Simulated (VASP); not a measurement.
# MnCuAs: the relaxed cell at several levels

Wanted: equilibrium cells of MnCuAs at many levels, with their cost. The levels: LDA, PBEsol, PBE, r2SCAN, PBE + D3(BJ), r2SCAN + rVV10, PBEsol + D3(BJ) and PBE + TS. The start is a computed cell from the Materials Project.

Main program and level: VASP 6.6.1; LDA, spin-polarised from a ferromagnetic start; plane waves and PAW (Mn_pv, Cu, As), in the first sound run; inputs show where later runs differ.

## Step 1: Starting point

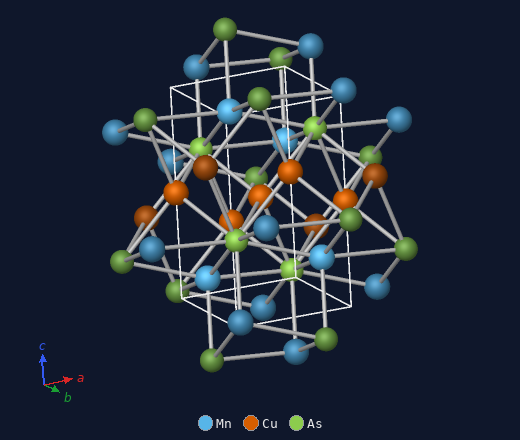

The starting structure, seen from a free direction (manganese blue, copper orange, arsenic green). Some periodic images of atoms are drawn too.

## Step 2: Magnetic order: ferromagnetic

The properties of a magnet depend on its order, so a few collinear patterns are compared first on the cell as listed, beginning with all moments parallel. LDA, the lowest rung, knows the local density alone.

Contents of INCAR:

```
SYSTEM = MnCuAs
PREC = Accurate
ENCUT = 400
EDIFF = 1E-06
NELM = 100
ISMEAR = -1
SIGMA = 0.05
LREAL = .FALSE.
ALGO = Normal
GGA = CA
NBANDS = 44
ISPIN = 2
MAGMOM = 4 4 0.6 0.6 0 0
LASPH = .TRUE.
LMAXMIX = 4
LORBIT = 11
LWAVE = .FALSE.
LCHARG = .FALSE.
KPAR = 8
ISIF = 2
```

Contents of POSCAR:

```
MnCuAs
1.0
    3.6994910000      0.0000000000      0.0000000000
    0.0000000000      3.6994910000      0.0000000000
    0.0000000000      0.0000000000      6.4084220000
Mn Cu As
2 2 2
Direct
    0.0000000000      0.5000000000      0.1640200000
    0.5000000000      0.0000000000      0.8359800000
    0.0000000000      0.0000000000      0.5000000000
    0.5000000000      0.5000000000      0.5000000000
    0.0000000000      0.5000000000      0.7762460000
    0.5000000000      0.0000000000      0.2237540000
```

Contents of KPOINTS:

```
Automatic mesh
0
Gamma
6 6 4
0 0 0
```

Potentials, in the order of the species: Mn_pv, Cu and As (PBE family, release 64).

On the command line:

```console
$ mpirun -np 8 vasp_std
```

Numbers of over 12 decimals in the logs are rounded to 6 here.

The log of the run:

```text
[banner, memory and clock lines left out]
running    8 mpi-ranks, on    1 nodes
 distrk:  each k-point on    1 cores,    8 groups
 distr:  one band on    1 cores,    1 groups

 POSCAR found type information on POSCAR MnCuAs
 POSCAR found :  3 types and       6 ions
|                                                                             |
|           W    W    AA    RRRRR   N    N  II  N    N   GGGG   !!!           |
|           W    W   A  A   R    R  NN   N  II  NN   N  G    G  !!!           |
|           W    W  A    A  R    R  N N  N  II  N N  N  G       !!!           |
|           W WW W  AAAAAA  RRRRR   N  N N  II  N  N N  G  GGG   !            |
|           WW  WW  A    A  R   R   N   NN  II  N   NN  G    G                |
|           W    W  A    A  R    R  N    N  II  N    N   GGGG   !!!           |
|                                                                             |
|     For optimal performance we recommend to set                             |
|       NCORE = 2 up to number-of-cores-per-socket                            |
|     NCORE specifies how many cores store one orbital (NPAR=cpu/NCORE).      |
|     This setting can greatly improve the performance of VASP for DFT.       |
|     The default, NCORE=1 might be grossly inefficient on modern             |
|     multi-core architectures or massively parallel machines. Do your        |
|     Unfortunately you need to use the default for GW and RPA                |
|     calculations (for HF NCORE is supported but not extensively tested      |
|     yet).                                                                   |
|                                                                             |

|                                                                             |
|               ----> ADVICE to this user running VASP <----                  |
|                                                                             |
|     You enforced a specific xc type in the INCAR file but a different       |
|     [... a line on the potential file left out ...]
|     I HOPE YOU KNOW WHAT YOU ARE DOING!                                     |
|                                                                             |

 LDA part: xc-table for (Slater(with rela. corr.)+CA(PZ))
 , standard interpolation
 POSCAR, INCAR and KPOINTS ok, starting setup
 FFT: planning ... GRIDC
 FFT: planning ... GRID_SOFT
 FFT: planning ... GRID
 WAVECAR not read
 entering main loop
       N       E                     dE             d eps       ncg     rms          rms(c)
DAV:   1     0.512349071056E+03    0.51235E+03   -0.24180E+04  5840   0.145E+03
DAV:   2     0.357175431653E+01   -0.50878E+03   -0.48312E+03  5304   0.389E+02
DAV:   3    -0.423998580251E+02   -0.45972E+02   -0.41916E+02  5844   0.132E+02
DAV:   4    -0.442264407802E+02   -0.18266E+01   -0.18028E+01  6972   0.278E+01
DAV:   5    -0.442810419131E+02   -0.54601E-01   -0.54569E-01  6576   0.489E+00    0.210E+01
DAV:   6    -0.426737130773E+02    0.16073E+01   -0.48179E+01  6760   0.124E+02    0.146E+01
DAV:   7    -0.395335676966E+02    0.31401E+01   -0.11544E+01  6848   0.610E+01    0.407E+00
DAV:   8    -0.396199439206E+02   -0.86376E-01   -0.10900E+00  8296   0.148E+01    0.366E+00
DAV:   9    -0.395766205616E+02    0.43323E-01   -0.24155E-01  8080   0.110E+01    0.175E+00
DAV:  10    -0.395583988576E+02    0.18222E-01   -0.39915E-02  7776   0.366E+00    0.732E-01
DAV:  11    -0.395555958069E+02    0.28031E-02   -0.10555E-02  7824   0.275E+00    0.192E-01
DAV:  12    -0.395558325341E+02   -0.23673E-03   -0.20466E-03  6732   0.240E-01    0.667E-02
DAV:  13    -0.395558400202E+02   -0.74861E-05   -0.92434E-05  7636   0.125E-01    0.327E-02
DAV:  14    -0.395558431079E+02   -0.30877E-05   -0.75805E-06  7260   0.480E-02    0.742E-03
DAV:  15    -0.395558434369E+02   -0.32904E-06   -0.10191E-06  3240   0.763E-03
   1 F= -.39555843E+02 E0= -.39539797E+02  d E =-.320921E-01  mag=     6.5594
```

Run time: 11 s. Hardware: 8 MPI ranks of Intel Xeon 6975P-C (Granite Rapids), shared host; peak memory 1.9 GiB; 80 s of CPU time.

Lines that name or quote the potential files are left out of all logs, and their timing lines are given in words.

From OUTCAR (step 2):

```text
ion  position               nearest neighbor table
   1  0.000  0.500  0.164-   5 2.49   6 2.64   6 2.64   6 2.64   6 2.64   3 2.84   4 2.84   4 2.84
                             3 2.84
   2  0.500  0.000  0.836-   6 2.49   5 2.64   5 2.64   5 2.64   5 2.64   3 2.84   3 2.84   4 2.84
                             4 2.84
   3  0.000  0.000  0.500-   5 2.56   6 2.56   5 2.56   6 2.56   4 2.62   4 2.62   4 2.62   4 2.62
                             2 2.84   1 2.84   2 2.84   1 2.84
   4  0.500  0.500  0.500-   5 2.56   6 2.56   6 2.56   5 2.56   3 2.62   3 2.62   3 2.62   3 2.62
                             1 2.84   2 2.84   2 2.84   1 2.84
   5  0.000  0.500  0.776-   1 2.49   3 2.56   4 2.56   3 2.56   4 2.56   2 2.64   2 2.64   2 2.64
                             2 2.64
   6  0.500  0.000  0.224-   2 2.49   3 2.56   4 2.56   4 2.56   3 2.56   1 2.64   1 2.64   1 2.64
                             1 2.64

  LATTYP: Found a simple tetragonal cell.
 ALAT       =     3.6994910000
 C/A-ratio  =     1.7322442466

 Subroutine GETGRP returns: Found 16 space group operations
 (whereof  8 operations were pure point group operations)

The static configuration has the point symmetry D_2d.
 The point group associated with its full space group is D_4h.

 Found     30 irreducible k-points:

   k-points           NKPTS =     30   k-points in BZ     NKDIM =     30   number of bands    NBANDS=     44

   dimension x,y,z NGX =    24 NGY =   24 NGZ =   42
   dimension x,y,z NGXF=    48 NGYF=   48 NGZF=   84

   ENCUT  =  400.0 eV  29.40 Ry    5.42 a.u.   6.03  6.03 10.45*2*pi/ulx,y,z

   NELECT =      58.0000    total number of electrons

 k-points in reciprocal lattice and weights: Automatic mesh
   0.00000000  0.00000000  0.00000000       0.007
   0.16666667  0.00000000  0.00000000       0.028
   0.33333333  0.00000000  0.00000000       0.028
   0.50000000  0.00000000  0.00000000       0.014
   0.16666667  0.16666667  0.00000000       0.028
   0.33333333  0.16666667  0.00000000       0.056
   0.50000000  0.16666667  0.00000000       0.028
   0.33333333  0.33333333  0.00000000       0.028
   0.50000000  0.33333333  0.00000000       0.028
[...]
0.50000000  0.33333333  0.50000000       0.028
   0.50000000  0.50000000  0.50000000       0.007

 average (electrostatic) potential at core
       1 -66.5471       2 -66.5471       3 -63.7685       4 -63.7685       5 -47.1687
       6 -47.1687

 E-fermi :   7.4540

 spin component 1
 k-point     1 :       0.0000    0.0000    0.0000
  band No.  band energies     occupation
    ...
     27       5.4332      1.00000
     28       5.4963      1.00000
     29       5.4963      1.00000
     30       5.8354      1.00000
     31       5.8354      1.00000
     32       8.2618      0.00000
     33       8.2618      0.00000
     34       8.4214      0.00000
     35       8.5696      0.00000
     36      10.0373      0.00000
    ...

 k-point     2 :       0.1667    0.0000    0.0000
  band No.  band energies     occupation
    ...
     28       5.4452      1.00000
     29       5.8095      1.00000
     30       5.8859      1.00000
     31       6.6240      1.00000
     32       6.9190      0.99998
     33       8.3778      0.00000
     34       8.6631      0.00000
     35       9.9996      0.00000
     36      10.5628      0.00000
     37      11.7311      0.00000
    ...

 k-point     3 :       0.3333    0.0000    0.0000
  band No.  band energies     occupation
    ...
     28       5.5558      1.00000
     29       5.8277      1.00000
     30       5.8448      1.00000
     31       6.6111      1.00000
     32       7.2430      0.98553
     33       8.1035      0.00000
     34       9.4547      0.00000
     35      10.8743      0.00000
     36      11.0880      0.00000
     37      11.8570      0.00000
    ...

 k-point     4 :       0.5000    0.0000    0.0000
  band No.  band energies     occupation
    ...
     28       5.6924      1.00000
     29       5.7792      1.00000
     30       5.7792      1.00000
     31       6.6857      1.00000
     32       6.6857      1.00000
     33       9.4090      0.00000
     34       9.4090      0.00000
     35      11.1951      0.00000
     36      11.1951      0.00000
     37      12.6199      0.00000
    ...

 k-point     5 :       0.1667    0.1667    0.0000
  band No.  band energies     occupation
    ...
     28       5.8297      1.00000
     29       5.8343      1.00000
     30       5.8993      1.00000
     31       6.0988      1.00000
     32       6.8810      0.99999
     33       7.7760      0.00160
     34       8.1289      0.00000
     35      11.2871      0.00000
     36      11.2998      0.00000
     37      11.9092      0.00000
    ...

 k-point     6 :       0.3333    0.1667    0.0000
  band No.  band energies     occupation
    ...
     29       5.8085      1.00000
     30       5.8944      1.00000
     31       6.6095      1.00000
     32       6.8617      0.99999
     33       7.2959      0.95942
     34       7.9838      0.00003
     35      11.2578      0.00000
     36      11.3705      0.00000
     37      12.4880      0.00000
     38      13.0451      0.00000
    ...

  Total       -6.6686143     -6.6686143     -6.8188538      0.0000000      0.0000000      0.0000000
  in kB     -121.8179061   -121.8179061   -124.5623823      0.0000000      0.0000000      0.0000000
  external PRESSURE =    -122.7327315 kB  Pullay stress =       0.0000000 kB

  energy-cutoff  :      400.00
  volume of cell :       87.71
      direct lattice vectors                 reciprocal lattice vectors
     3.699491000  0.000000000  0.000000000     0.270307456  0.000000000  0.000000000
     0.000000000  3.699491000  0.000000000     0.000000000  0.270307456  0.000000000
     0.000000000  0.000000000  6.408422000     0.000000000  0.000000000  0.156044655

 POSITION                                       TOTAL-FORCE (eV/Angst)
 -----------------------------------------------------------------------------------
      0.00000      1.84975      1.05111         0.000000      0.000000     -0.109421
      1.84975      0.00000      5.35731         0.000000      0.000000      0.109421
      0.00000      0.00000      3.20421         0.000000      0.000000     -0.000000
      1.84975      1.84975      3.20421         0.000000     -0.000000     -0.000000
      0.00000      1.84975      4.97451        -0.000000     -0.000000      0.164144
      1.84975      0.00000      1.43391         0.000000      0.000000     -0.164144
 -----------------------------------------------------------------------------------
    total drift:                                0.000000      0.000000      0.000000

  FREE ENERGIE OF THE ION-ELECTRON SYSTEM (eV)
  ---------------------------------------------------
  free  energy   TOTEN  =       -39.5558434369 eV

  energy  without entropy=      -39.5237513545  energy(sigma->0) =      -39.53979740

 total charge
# of ion       s       p       d       tot
------------------------------------------
    1        0.250   6.199   5.126  11.575
    2        0.250   6.199   5.126  11.575
    3        0.412   0.403   9.206  10.021
    4        0.412   0.403   9.206  10.021
    5        1.219   1.510   0.072   2.801
    6        1.219   1.510   0.072   2.801
--------------------------------------------------
tot          3.761  16.225  28.809  48.796

 magnetization (x)
# of ion       s       p       d       tot
------------------------------------------
    1        0.036   0.017   3.129   3.182
    2        0.036   0.017   3.129   3.182
    3       -0.010  -0.009   0.041   0.022
    4       -0.010  -0.009   0.041   0.022
    5        0.017  -0.055   0.004  -0.034
    6        0.017  -0.055   0.004  -0.034
--------------------------------------------------
tot          0.087  -0.095   6.348   6.340

[... 6 further parts left out ...]
```

The k-mesh is coarse for a metal. The PAW data sets were made with PBE, though LDA sets exist; this is a small mismatch. At this level the cell is under a tension of 12.3 GPa, so at these settings it is away from equilibrium.

This step gave:

```
SCF cycles                                        : 15
electrons                                         : 58
bands                                             : 44
irreducible k-points                              : 30
symmetry operations                               : 16
free energy (TOTEN)                               : -39.56 eV
energy at zero smearing                           : -39.54 eV
Fermi energy                                      : 7.454 eV
pressure                                          : -12.27 GPa
moment of the cell, from the last line of the log : 6.559 μB
metallic                                          : yes
```

Spin moment in the PAW sphere by atom:

```csv
atom,spin moment in the PAW sphere (μB)
Mn1,3.18
Mn2,3.18
Cu3,0.02
Cu4,0.02
As5,-0.03
As6,-0.03
```

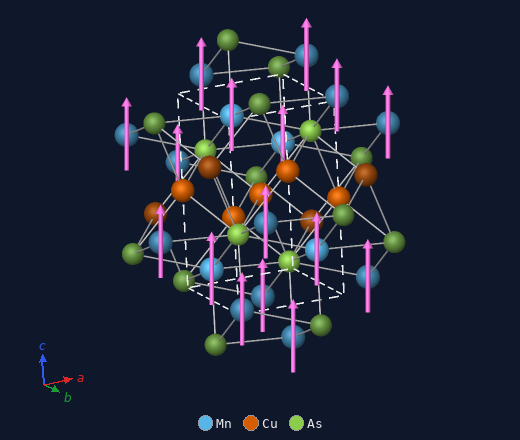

Spin moment in the PAW sphere as arrows, the longest 3.18 μB. Up and down stand for the sign. Arrows give size and sign along the axis of quantisation, drawn up and down the page. Some periodic images of atoms are drawn too.

Force by atom:

```csv
atom,x (eV/Å),y (eV/Å),z (eV/Å),size
Mn1,0.000,0.000,-0.109,0.109
Mn2,0.000,0.000,0.109,0.109
Cu3,0.000,0.000,0.000,0.000
Cu4,0.000,0.000,0.000,0.000
As5,0.000,0.000,0.164,0.164
As6,0.000,0.000,-0.164,0.164
```

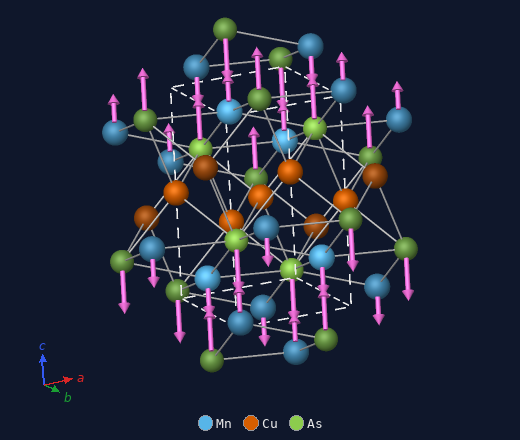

Force as arrows, the longest 0.164 eV/Å. Some periodic images of atoms are drawn too.

The run ends ferromagnetic with a largest moment of 3.18 μB, and the mesh shows no gap.

[end of part 1 of 7]

[Lines on the potential files, build, host, timing and source positions are cut from VASP's logs without a mark.]

[Logs are printed without paths, hosts, clocks, repeated set-up lines and the standing remarks that a program may print on its own settings, such as how far it seeks lower states.]

[Hosts, paths, dates, database ids (printed as entryN), source tags and the programs' standing remarks are cut or masked in the printed files.]

[A measured line is paired with the nearest computed mode of its activity, which favours agreement.]
